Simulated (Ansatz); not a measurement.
# UPBE0/6-31G(d) (spherical functions) run of SiNHF3 (SMILES [NH][Si](F)(F)F)

Aim: the energy change on altering one bond length of SiNHF3 at UPBE0/6-31G* (spherical functions), from 2 runs. 

The results are computed with Ansatz 0.2.0.

86 further runs of the same task are left out: 2 that didn't finish, 84 set aside as unsound or not needed. Runs told in other sessions of the task aren't counted.

### Step 1. The system as given

SiNHF3 has 6 atoms, charge 0, and is taken as a doublet. SMILES: `[NH][Si](F)(F)F`. The shape is that of a PBE0-D4/def2-TZVP optimisation.

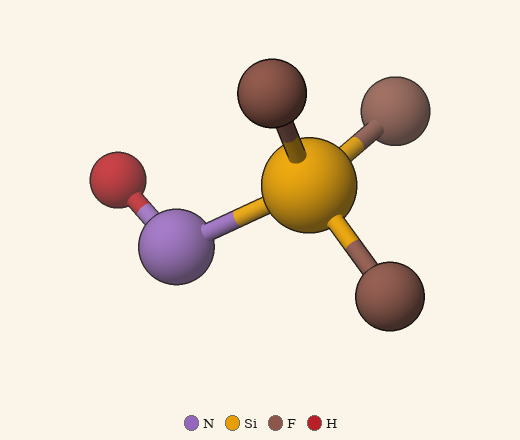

The structure, seen from a chosen angle (nitrogen purple, silicon amber, fluorine brown, hydrogen red).

### Step 2. The energy at UPBE0/6-31G(d) (spherical functions)

The input, molecule.yaml:

```yaml
basis:
  gaussian: {orbitals: 6-31G_st_-spherical.json}
crystal:
  periodic: [false, false, false]
  atoms:
    - symbol: "N"
      position_ang: [-0.974500, 0.604600, 0.713900]
    - symbol: Si
      position_ang: [0.193600, -0.089600, -0.346100]
    - symbol: F
      position_ang: [-0.087100, 0.387600, -1.812600]
    - symbol: F
      position_ang: [0.123100, -1.661400, -0.330200]
    - symbol: F
      position_ang: [1.652300, 0.359600, 0.035600]
    - symbol: H
      position_ang: [-0.865300, 0.335400, 1.693200]
magnetization: {spin_polarized: true, initial_magnetization: 1}
hamiltonian: {xc: pbe0}
accuracy: high
output: {orbitals: {seedname: orbitals}}
```

The basis set 6-31G* is read from a file made from the Basis Set Exchange's data (not shown).

Launch:

```bash
ansatz run molecule.yaml --threads 1 --pin off --max-ram 3480MiB --events-out events.jsonl --progress --plain --runs-dir runs
```

Standard output:

```text
Warning: RAYON_NUM_THREADS=1 ignored (pool sized by the plan → 1); use --threads N
Functional definition: PBE0
  name "PBE0"
  parameter a = 0.25
  parameter kappa = 0.804
  parameter beta = 0.06672455060314922
  exchange = (1 - a)*pbe_x(kappa = kappa, mu = beta*pi^2/3) + a*exact_x
  correlation = pbe_c(beta = beta)
1642 factors; integrals over basis functions are off by at most 3.9e-9 eV
mean field evaluation 1: about -17520.5380 eV, gradient 3.5e1 eV
mean field evaluation 2: about -17518.6458 eV, gradient 4.3e1 eV
mean field evaluation 4: about -17524.6160 eV, gradient 1.1e0 eV
mean field evaluation 8: about -17524.6457 eV, gradient 1.9e-2 eV
mean field evaluation 16: about -17524.6457 eV, gradient 9.7e-5 eV
mean field evaluation 32: about -17524.5451 eV, gradient 2.0e0 eV
mean field -17524.64571204 eV, -644.0188512859 hartree, gradient 3.9e-8 eV, S^2 0.752854; 2 other end points of the search recorded, 0 dependent functions left out
reference -17524.64571463 eV, -644.0188513810 hartree; 25, 24 occupied and 51, 52 virtual orbitals, 1642 factors
Total energy: -17524.64571463 eV, -644.0188513810 hartree
```

Wall time 13 s (1 thread of Arm Neoverse V1, shared host); peak memory 0.34 GiB.

### Step 3. The distorted shape, same level

The input, run.yaml:

```yaml
crystal:
  periodic: [false, false, false]
  atoms:
    - {symbol: N, position_ang: [-0.749948, 0.222854, 1.887058]}
    - {symbol: Si, position_ang: [0.418152, -0.471346, 0.827058]}
    - {symbol: F, position_ang: [-0.087100, 0.387600, -1.812600]}
    - {symbol: F, position_ang: [0.347652, -2.043146, 0.842958]}
    - {symbol: F, position_ang: [1.876852, -0.022146, 1.208758]}
    - {symbol: H, position_ang: [-0.640748, -0.046346, 2.866358]}
basis:
  gaussian: {orbitals: 6-31G_st_-spherical.json}
magnetization: {spin_polarized: true, initial_magnetization: 1}
hamiltonian: {xc: pbe0}
accuracy: high
output: {orbitals: {seedname: orbitals}}
```

The basis set 6-31G* is read from a file made from the Basis Set Exchange's data (not shown).

Launch:

```bash
ansatz run run.yaml --threads 1 --pin off --max-ram 3480MiB --events-out events.jsonl --progress --plain --runs-dir runs
```

Standard output:

```text
Warning: RAYON_NUM_THREADS=1 ignored (pool sized by the plan → 1); use --threads N
Functional definition: PBE0
  name "PBE0"
  parameter a = 0.25
  parameter kappa = 0.804
  parameter beta = 0.06672455060314922
  exchange = (1 - a)*pbe_x(kappa = kappa, mu = beta*pi^2/3) + a*exact_x
  correlation = pbe_c(beta = beta)
1570 factors; integrals over basis functions are off by at most 8.4e-9 eV
mean field evaluation 1: about -17510.7143 eV, gradient 4.4e1 eV
mean field evaluation 2: about -17249.9345 eV, gradient 1.7e2 eV
mean field evaluation 4: about -17510.7528 eV, gradient 4.4e1 eV
mean field evaluation 8: about -17518.7924 eV, gradient 3.7e-1 eV
mean field evaluation 16: about -17518.8147 eV, gradient 1.1e-2 eV
mean field evaluation 32: about -17518.7695 eV, gradient 2.5e0 eV
mean field -17518.98464349 eV, -643.8108108539 hartree, gradient 1.9e-8 eV, S^2 1.145238; 5 other end points of the search recorded, 0 dependent functions left out
reference -17518.98464598 eV, -643.8108109455 hartree; 25, 24 occupied and 51, 52 virtual orbitals, 1570 factors
Total energy: -17518.98464598 eV, -643.8108109455 hartree
```

It took 22 s on 1 thread of Arm Neoverse V1, shared host; peak memory 0.34 GiB.

### Step 4. What came out

Level: UPBE0/6-31G* (spherical functions).

| quantity | value |
| --- | --- |
| first shape: total energy | -644.01885 Eh |
| first shape: HOMO energy (highest over α and β) | -8.92 eV |
| first shape: LUMO energy (lowest over α and β) | -4.16 eV |
| first shape: ⟨S²⟩ | 0.753 |
| distorted shape: total energy | -643.81081 Eh |
| distorted shape: HOMO energy (highest over α and β) | -8.09 eV |
| distorted shape: LUMO energy (lowest over α and β) | -4.92 eV |
| distorted shape: ⟨S²⟩ | 1.145 |
| energy change with the Si2–F3 bond stretched from 1.568 to 2.821 Å | 5.661 eV |

In words: With the Si2–F3 bond stretched from 1.568 to 2.821 Å the energy rises by 5.66 eV (546 kJ/mol). The first shape isn't relaxed at this level, so the change isn't measured from a minimum. ⟨S²⟩ (distorted shape) is 1.15 where a pure doublet has 0.75: the reference is spin-contaminated.
